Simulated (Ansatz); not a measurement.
# Twisted silicene bilayer, 87.80° (52 atoms): taking the cell apart: runs compared

Aim: the interaction energy between the two parts of twisted silicene bilayer, 87.80° (52 atoms) and its distance dependence.

Computed with Ansatz 0.2.0: Kohn-Sham DFT, PBE+D4, PAW (set soft_2), plane waves.

**1. The cell as built**

The cell holds 52 atoms: 52 Si. Its edges and angles: a = 13.917 Å, b = 13.917 Å, c = 16.170 Å, α = 90.0°, β = 90.0°, γ = 120.0°. It derives from Si (silicene). Silicene (a = 3.86 Å) under silicene (a = 3.86 Å), bilayer, commensurate cell of 13 unit cells a layer, twist 87.80 deg; facing planes 3.29 Å apart; 12 Å of vacuum; layers as built, displaced by a Gaussian of 0.01 Å. Regions: layer 1, 26 atoms (26 Si); layer 2, 26 atoms (26 Si). Vacuum lies along c.

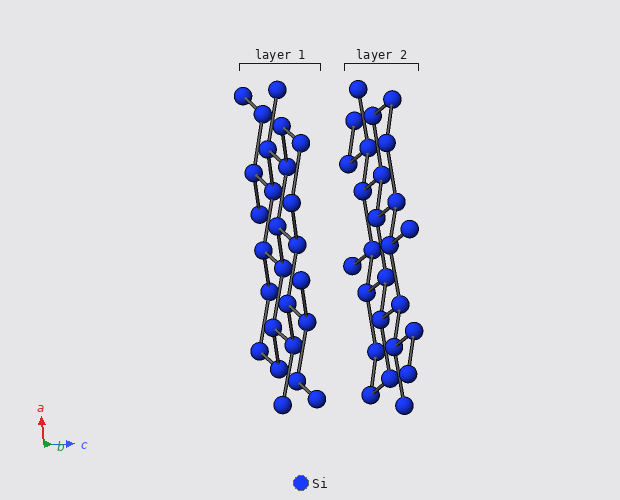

The cell as built.

**2. The reference run**

The reference is a single point at the end of the relaxation.

The parts (lower: layer 1 and upper: layer 2) keep their atoms where they stand in it, and shifted cells move the upper part rigidly.

Its input, with most atom lines left out:

```yaml
crystal:
  lattice:
    - [13.9174, 0.0, 0.0]
    - [-6.9587, 12.05282, 0.0]
    - [0.0, 0.0, 16.17]
  atoms:
    - { symbol: Si, position: [0.13367, 0.19487, 0.42842] }
    - { symbol: Si, position: [0.18429, 0.05716, 0.41] }
    - { symbol: Si, position: [0.21773, 0.49104, 0.4282] }
    - { symbol: Si, position: [0.25257, 0.36081, 0.36434] }
    - { symbol: Si, position: [0.27321, 0.78229, 0.42818] }
    - { symbol: Si, position: [0.33338, 0.66675, 0.37284] }
    - { symbol: Si, position: [0.37243, 0.11352, 0.4201] }
    [... atom lines 8 to 52 left out ...]
kpoints:
  mp_grid: { grid: [3, 3, 1] }
hamiltonian:
  xc: pbe
  dispersion: d4
scf:
  occupations: { method: fermi_dirac, width: 0.025 }
output:
  forces: true
  populations: true
  dos:
    method: { smearing: { sigma: 0.08 } }
    de: 0.1
    projected:
      site_lists:
        Si: [Si]
        layer_1: [0, 1, 2, 3, 4, 5, 6, 7, 8, 9, 10, 11, 12, 13, 14, 15, 16, 17, 18, 19, 20, 21, 22, 23, 24, 25]
        layer_2: [26, 27, 28, 29, 30, 31, 32, 33, 34, 35, 36, 37, 38, 39, 40, 41, 42, 43, 44, 45, 46, 47, 48, 49, 50, 51]
  eigenvalues: true
  write_density: true
  write_potential: true
  volumetric_format: npy
  elf: true
```

```
free energy per atom   : -635.5825 eV/atom
r.m.s. force component : 0.00266 eV/Å
```

No gap is quoted, since levels at the Fermi energy are partly filled.

**3. The runs**

Each row is one run, on 4 threads of Arm Neoverse V1, shared host. The free energy is the program's total, comparable only between runs with the same functional, potentials and atoms, or as a whole against its parts.

```tsv
run	atoms	outcome	ionic steps, all passes	free energy (eV)	time	host memory (GiB)
Single point at the start	52	converged	-	-33044.995	96 s	7.0
Relaxation	52	converged	18	-33050.292	19 min	7.1
Single point at the relaxed geometry	52	converged	-	-33050.292	2.8 min	7.6
The lower part alone	26	converged	-	-16518.167	61 s	4.3
The upper part alone	26	converged	-	-16518.168	59 s	4.3
Upper part moved by +0.3 Å	52	converged	-	-33047.984	77 s	7.1
Upper part moved by -0.3 Å	52	converged	-	-33047.837	1.9 min	7.2
Upper part moved by +0.8 Å	52	converged	-	-33043.484	74 s	7.1
Upper part moved by +1.6 Å	52	converged	-	-33039.170	83 s	7.1
Upper part moved by +3 Å	52	converged	-	-33037.099	72 s	7.1
```

In some runs the program notes that the dispersion model switches parameters near this geometry and the exchange-correlation potential is rough where the density is thin. Further notices: relaxed geometry near dispersion switch.

**4. Interaction energy**

Whole cell less its two parts, each frozen at the geometry of the whole and solved in the same cell with the same functional, so that energy zeros cancel. The upper part is 'layer 2' and the lower part 'layer 1'. The nearest atoms of the two parts stand 2.39 Å apart. The face is 167.7 Å².

```tsv
functional	interaction energy (eV)	of it, the added dispersion term (eV)	per area (meV/Å²)	per area (J/m²)	per atom of the upper part (meV)
PBE+D4	-13.957	-4.086	-83.2	-1.33	-536.8
```

**5. Energy against separation**

The upper part is moved rigidly along the normal from its place in the reference.

```tsv
shift (Å)	energy change (eV)	per area (meV/Å²)	share of the binding lost (%)
-0.3	2.455	14.63	-
+0.0	0.000	0.00	-
+0.3	2.308	13.76	17
+0.8	6.808	40.59	49
+1.6	11.122	66.31	80
+3.0	13.193	78.65	95
```

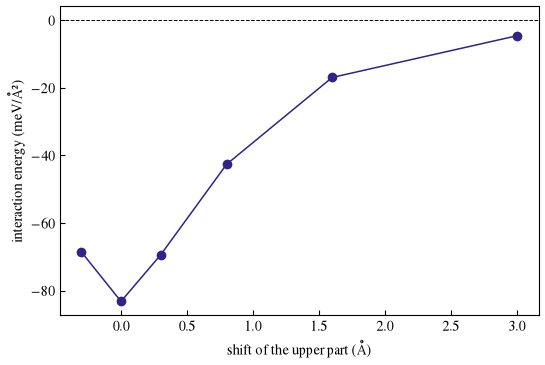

Interaction energy against the shift of the upper part; zero is the parts apart.

**6. Levels of whole and parts**

```tsv
cell	level spacing (eV)	vacuum level at the upper face, over the highest filled level, or over E_F where no gap is given (eV)	moment (μB)
whole	-	4.76	no spin
lower part	-	4.58	no spin
upper part	-	4.60	no spin
```

A dash marks a cell without a clear gap, or without a flat potential in the vacuum.

**7. Findings**

The parts bind with 83.2 meV/Å² (14.0 eV for the cell) at the level PBE+D4, far more than van der Waals binding between intact sheets, and bonds of chemical length cross the interface. The added dispersion term contributes -4.086 eV, the functional itself -9.871 eV. The curvature over ±0.3 Å is 5.1×10²⁰ N/m³. At +3.0 Å, 95 % of the binding is lost; the shift also narrows the vacuum to the periodic image.

**Limits.** The parts are frozen, so the energy of their deformation isn't counted. No correction is made for dipoles across the vacuum, and the parts also feel their periodic images through it. The program warns that the dispersion model switches its C6 values near this geometry, which can put artefacts into forces and pressure. The relaxed geometry lies near a switch of the dispersion model's C6 values, so it may be an artefact of their interpolation.

The DFT runs together took 32 min of wall time.

[Logs are printed without paths, hosts, clocks, repeated set-up lines and the standing remarks that a program may print on its own settings, such as how far it seeks lower states.]

[Hosts, paths, dates, database ids (printed as entryN), source tags and the programs' standing remarks are cut or masked in the printed files.]
